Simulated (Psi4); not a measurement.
# quartet CH4FSi: levels of theory compared

We compute a comparison of 6 runs (U-revPBE/aug-cc-pVDZ, UBHLYP/aug-cc-pVDZ, UBLYP/aug-cc-pVDZ, UM06-2X/aug-cc-pVDZ, UPBE/aug-cc-pVDZ, UTPSS/aug-cc-pVDZ) of quartet CH4FSi. 

Program for the calculation: Psi4 1.11.

2 further runs of the same task are left out: 2 set aside as unsound or not needed. Runs told in other sessions of the task aren't counted.

## (1) The structure to begin with

CH4FSi has 7 atoms, charge 0, and is taken as a quartet. As SMILES of the parent species, `C[SiH]F`. The coordinates come from a PBE0-D4/def2-TZVP relaxation. That shape belongs to the parent species and isn't relaxed for this state.

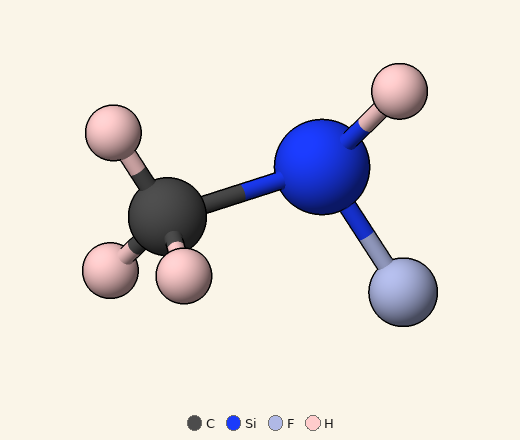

Viewed from a chosen angle; carbon dark grey, silicon blue, fluorine light blue, hydrogen pink.

## (2) The energy at U-revPBE/aug-cc-pVDZ (run 1)

input.json

```json
{
 "schema_name": "qcschema_input",
 "schema_version": 1,
 "molecule": {
  "schema_name": "qcschema_molecule",
  "schema_version": 2,
  "symbols": ["C", "Si", "F", "H", "H", "H", "H"],
  "geometry": [-1.23493602, 0.73604833, -0.56313839, 1.73363475, -1.12268629, -0.19672049, 1.21074753, -3.42569552, 1.71889488, -2.73046528, -0.39268509, -1.42504247, -0.88854922, 2.38275567, -1.76065783, -1.89104893, 1.3951848, 1.28425787, 3.80080615, 0.4270781, 0.94240642],
  "molecular_charge": 0,
  "molecular_multiplicity": 4,
  "fix_symmetry": "c1",
  "fix_com": true,
  "fix_orientation": true
 },
 "driver": "energy",
 "model": {
  "method": "revpbe",
  "basis": "aug-cc-pVDZ"
 },
 "keywords": {
  "reference": "uks",
  "puream": true,
  "e_convergence": 1e-09,
  "d_convergence": 1e-08,
  "scf_type": "pk",
  "dft_radial_points": 99,
  "dft_spherical_points": 590,
  "maxiter": 100,
  "scf_properties": ["WIBERG_LOWDIN_INDICES", "MULLIKEN_CHARGES", "QUADRUPOLE"]
 }
}
```

Launch:

```sh
$ psi4 --qcschema input.json -n 1 --memory 2200MB
```

stdout:

```text
[...]
  Running in c1 symmetry.
[...]
  Nuclear repulsion =  106.882452003914793
[...]
  Multiplicity = 4
[...]
  Nalpha       = 18
  Nbeta        = 15
[...]
    Number of basis functions: 109
[...]
   @UKS iter   1:  -429.06011464926138    1.65248e-01   8.01705e-03 DIIS/ADIIS
[...]
   @UKS iter  16:  -429.50213224553914   -1.76215e-12   7.00505e-09 DIIS
[...]
   @S^2 Observed:                3.752578509E+00
[...]
    Orbital Energies [Eh]
    ---------------------
    Alpha Occupied:
       1A    -65.524067     2A    -24.327462     3A     -9.984387
       4A     -5.137826     5A     -3.546289     6A     -3.544768
       7A     -3.542961     8A     -1.126821     9A     -0.714989
      10A     -0.531944    11A     -0.452728    12A     -0.433319
      13A     -0.428781    14A     -0.416091    15A     -0.400478
      16A     -0.368147    17A     -0.206667    18A     -0.057262
    Alpha Virtual:
      19A     -0.045034    20A     -0.020003    21A     -0.005892
      22A      0.001751    23A      0.004643    24A      0.021419
      25A      0.028488    26A      0.040113    27A      0.043307
[...]
  @UKS Final Energy:  -429.50213224553914
   => Energetics <=
    Nuclear Repulsion Energy =            106.8824520039147927
    One-Electron Energy =                -804.8479182301783794
    Two-Electron Energy =                 306.5509831982668061
    DFT Exchange-Correlation Energy =     -38.0876492175422996
    Empirical Dispersion Energy =           0.0000000000000000
    VV10 Nonlocal Energy =                  0.0000000000000000
    Total Energy =                       -429.5021322455391442
  UHF NO Occupations:
  HONO-2 :   16  A 1.0000000
  HONO-1 :   17  A 1.0000000
[...]
 Multipole Moments:
 ------------------------------------------------------------------------------------
     Multipole            Electronic (a.u.)      Nuclear  (a.u.)        Total (a.u.)
 ------------------------------------------------------------------------------------
 L = 1.  Multiply by 2.5417464519 to convert [e a0] to [Debye]
 Dipole X            :        -27.0687352           26.0487409           -1.0199944
 Dipole Y            :         39.3279481          -38.3202443            1.0077038
 Dipole Z            :         -8.4218653            8.3781007           -0.0437646
 Magnitude           :                                                    1.4344932
 L = 2.  Multiply by 1.3450342976 to convert [e a0^2] to [Debye ang]
 Quadrupole XX       :       -111.7200057           90.6875941          -21.0324116
 Quadrupole XY       :         73.1391052          -72.0914029            1.0477022
[...]
  Mulliken Charges: (a.u.)
   Center  Symbol    Alpha    Beta     Spin     Total
       1     C     2.85974  2.53061  0.32913  0.60964
       2    SI     8.14551  5.95591  2.18959 -0.10142
       3     F     4.68446  4.63071  0.05375 -0.31517
       4     H     0.58947  0.56989  0.01958 -0.15937
       5     H     0.59204  0.60644 -0.01440 -0.19849
       6     H     0.59838  0.58210  0.01627 -0.18048
       7     H     0.53039  0.12432  0.40607  0.34528
   Total alpha = 18.00000, Total beta = 15.00000, Total charge = -0.00000
  Wiberg Bond Indices using Orthogonal Lowdin Orbitals:
[...]
```

The result, in JSON:

```text
{
 "driver": "energy",
 "model": {
  "method": "revpbe",
  "basis": "aug-cc-pVDZ"
 },
 "success": true,
 "return_result": -429.50213224553914,
 "properties": {
  "calcinfo_nbasis": 109,
  "calcinfo_nmo": 109,
  "calcinfo_nalpha": 18,
  "calcinfo_nbeta": 15,
  "calcinfo_natom": 7,
  "nuclear_repulsion_energy": 106.88245200391479,
  "return_energy": -429.50213224553914,
  "scf_one_electron_energy": -804.8479182301784,
  "scf_two_electron_energy": 306.5509831982668,
  "scf_xc_energy": -38.0876492175423,
  "scf_dipole_moment": [-1.0199943527819322, 1.007703828063974, -0.043764570085285115],
  "scf_total_energy": -429.50213224553914,
  "scf_iterations": 16
 }
}
```

It took 32 s on 1 thread of AMD EPYC 9R45 (Zen 5), shared host; peak memory 0.98 GiB.

## (3) Energy and forces at UBHLYP/aug-cc-pVDZ (run 2)

ch4fsi.in

```
memory 2.2 GB

molecule system {
  0 4
  C     -0.653500     0.389500    -0.298000
  Si     0.917400    -0.594100    -0.104100
  F      0.640700    -1.812800     0.909600
  H     -1.444900    -0.207800    -0.754100
  H     -0.470200     1.260900    -0.931700
  H     -1.000700     0.738300     0.679600
  H      2.011300     0.226000     0.498700
  units angstrom
  symmetry c1
  no_reorient
  no_com
}

set {
  basis aug-cc-pVDZ
  reference uks
  puream true
  e_convergence 1e-09
  d_convergence 1e-08
  scf_type pk
  dft_radial_points 99
  dft_spherical_points 590
  maxiter 100
}

gradient("bhhlyp")
```

Launch:

```sh
$ psi4 -i ch4fsi.in -o ch4fsi.out -n 1
```

ch4fsi.out (excerpt; [...] marks lines left out):

```text
[...]
  Running in c1 symmetry.
[...]
  Nuclear repulsion =  106.882451970993884
[...]
  Multiplicity = 4
[...]
  Nalpha       = 18
  Nbeta        = 15
[...]
    Number of basis functions: 109
[...]
   @UKS iter   1:  -429.29932261542439   -1.73907e-01   5.87115e-03 DIIS/ADIIS
[...]
   @UKS iter  21:  -429.51804916089537   -2.35900e-11   8.30607e-09 DIIS
[...]
   @S^2 Observed:                3.760387446E+00
[...]
  @UKS Final Energy:  -429.51804916089537
   => Energetics <=
    Nuclear Repulsion Energy =            106.8824519709938841
    One-Electron Energy =                -805.0317871653720658
    Two-Electron Energy =                 288.3194668693648737
    DFT Exchange-Correlation Energy =     -19.6881808358820756
    Empirical Dispersion Energy =           0.0000000000000000
    VV10 Nonlocal Energy =                  0.0000000000000000
    Total Energy =                       -429.5180491608953730
  UHF NO Occupations:
  HONO-2 :   16  A 1.0000000
  HONO-1 :   17  A 1.0000000
[...]
 Multipole Moments:
 ------------------------------------------------------------------------------------
     Multipole            Electronic (a.u.)      Nuclear  (a.u.)        Total (a.u.)
 ------------------------------------------------------------------------------------
 L = 1.  Multiply by 2.5417464519 to convert [e a0] to [Debye]
 Dipole X            :        -27.1296586           26.0487408           -1.0809178
 Dipole Y            :         39.4041723          -38.3202443            1.0839280
 Dipole Z            :         -8.4007548            8.3781008           -0.0226540
 Magnitude           :                                                    1.5309462
[...]
  -Total Gradient:
     Atom            X                  Y                   Z
    ------   -----------------  -----------------  -----------------
       1        0.062024156511    -0.064207321524    -0.007851836863
       2       -0.050226738466     0.039560522582     0.068237416376
       3        0.017813436069     0.018374471866    -0.031528107134
       4       -0.007860308775     0.018273038863     0.000704785363
       5       -0.006797502757     0.008193255419    -0.004183279424
       6       -0.003560627821     0.003169187446    -0.003195773737
       7       -0.011371495600    -0.023365220515    -0.022154663581
[...]
```

Run time: 47 s. Hardware: 1 thread of AMD EPYC 9R45 (Zen 5), shared host; peak memory 0.98 GiB.

Runs 3 to 5 aren't shown in full; the table further down has their settings and results.

## (4) Energy and gradient at UTPSS/aug-cc-pVDZ (run 6)

run_ase.py

```python
import numpy as np
from ase.calculators.psi4 import Psi4
from ase import Atoms

mol = Atoms(['C', 'Si', 'F', 'H', 'H', 'H', 'H'], positions=[
    [-0.653500, 0.389500, -0.298000],
    [0.917400, -0.594100, -0.104100],
    [0.640700, -1.812800, 0.909600],
    [-1.444900, -0.207800, -0.754100],
    [-0.470200, 1.260900, -0.931700],
    [-1.000700, 0.738300, 0.679600],
    [2.011300, 0.226000, 0.498700],
])
calc = Psi4(atoms=mol, method='tpss', basis='aug-cc-pVDZ', memory='2200MB', num_threads=1, charge=0, multiplicity=4, label='psi4-calc', reference='uks')
calc.psi4.set_options({'puream': True, 'e_convergence': 1e-09, 'd_convergence': 1e-08, 'scf_type': 'pk', 'dft_radial_points': 99, 'dft_spherical_points': 590, 'maxiter': 100})
mol.calc = calc

forces = mol.get_forces()
print(f'energy: {mol.get_potential_energy():.6f} eV')
print('forces / eV A^-1')
print(np.round(forces, 5))
```

Launch:

```sh
$ python run_ase.py
```

psi4-calc.dat (excerpt; [...] marks lines left out):

```text
[...]
  Running in c1 symmetry.
[...]
  Nuclear repulsion =  106.882451970993884
[...]
  Multiplicity = 4
[...]
  Nalpha       = 18
  Nbeta        = 15
[...]
    Number of basis functions: 109
[...]
   @UKS iter   1:  -429.22552391135389    1.19821e-01   7.86774e-03 ADIIS/DIIS
[...]
   @UKS iter  16:  -429.64349581387637   -3.92220e-12   4.62753e-09 DIIS
[...]
   @S^2 Observed:                3.754467476E+00
[...]
  @UKS Final Energy:  -429.64349581387637
   => Energetics <=
    Nuclear Repulsion Energy =            106.8824519709938841
    One-Electron Energy =                -804.9268075863298009
    Two-Electron Energy =                 306.6519179840275342
    DFT Exchange-Correlation Energy =     -38.2510581825679594
    Empirical Dispersion Energy =           0.0000000000000000
    VV10 Nonlocal Energy =                  0.0000000000000000
    Total Energy =                       -429.6434958138763704
  UHF NO Occupations:
  HONO-2 :   16  A 1.0000000
  HONO-1 :   17  A 1.0000000
[...]
 Multipole Moments:
 ------------------------------------------------------------------------------------
     Multipole            Electronic (a.u.)      Nuclear  (a.u.)        Total (a.u.)
 ------------------------------------------------------------------------------------
 L = 1.  Multiply by 2.5417464519 to convert [e a0] to [Debye]
 Dipole X            :          1.7027300           -2.7379416           -1.0352116
 Dipole Y            :         -4.6169670            5.5794419            0.9624749
 Dipole Z            :          1.8071909           -1.7976210            0.0095699
 Magnitude           :                                                    1.4135461
[...]
  -Total Gradient:
     Atom            X                  Y                   Z
    ------   -----------------  -----------------  -----------------
       1        0.048063992647    -0.051048721945    -0.007478793543
       2       -0.047642997505     0.011335645584     0.081751316643
       3        0.019751350301     0.040751331782    -0.048512745675
       4       -0.001192127466     0.019075713239     0.003126851098
       5       -0.007317303200     0.000592857426     0.001070120837
       6        0.000249789454     0.000192266116    -0.008950320121
       7       -0.011877068459    -0.020896914382    -0.020973367495
[...]
```

The script printed:

```text
energy: -11691.195017 eV
forces / eV A^-1
[[-2.47155  2.62503  0.38458]
 [ 2.4499  -0.5829  -4.20382]
 [-1.01566 -2.09552  2.49463]
 [ 0.0613  -0.98091 -0.16079]
 [ 0.37627 -0.03049 -0.05503]
 [-0.01284 -0.00989  0.46024]
 [ 0.61074  1.07456  1.07849]]
```

It took 91 s on 1 thread of AMD EPYC 9R45 (Zen 5), shared host; peak memory 1.1 GiB.

## (5) Overview of the runs

```
run                 level      task  energy (Eh)  dipole moment (D)  HOMO energy (eV)   ⟨S²⟩  wall time
  1  U-revPBE/aug-cc-pVDZ    energy  -429.502132               3.65             -1.56  3.753       32 s
  2    UBHLYP/aug-cc-pVDZ  gradient  -429.518049               3.89             -2.64  3.760       47 s
  3     UBLYP/aug-cc-pVDZ    energy  -429.563441               3.96             -1.43  3.753       32 s
  4   UM06-2X/aug-cc-pVDZ  gradient  -429.501615               3.59             -2.73  3.757      100 s
  5      UPBE/aug-cc-pVDZ    energy  -429.303309               3.74             -1.61  3.752       29 s
  6     UTPSS/aug-cc-pVDZ  gradient  -429.643496               3.59             -1.51  3.754       91 s
```

## (6) Summary of results

| quantity | value |
| --- | --- |
| run 6: total energy | -429.64350 Eh |
| run 6: dipole moment | 3.59 D |
| run 6: HOMO energy (highest over α and β) | -1.51 eV |
| run 6: ⟨S²⟩ | 3.754 |
| run 6: largest force on an atom | 4.900 eV/Å |

What this shows: The dipole moment (its size) runs from 3.59 D (UM06-2X/aug-cc-pVDZ) to 3.96 D (UBLYP/aug-cc-pVDZ). Totals of different functionals can't be ranked against each other. All runs together took 5.5 min, the longest 100 s.
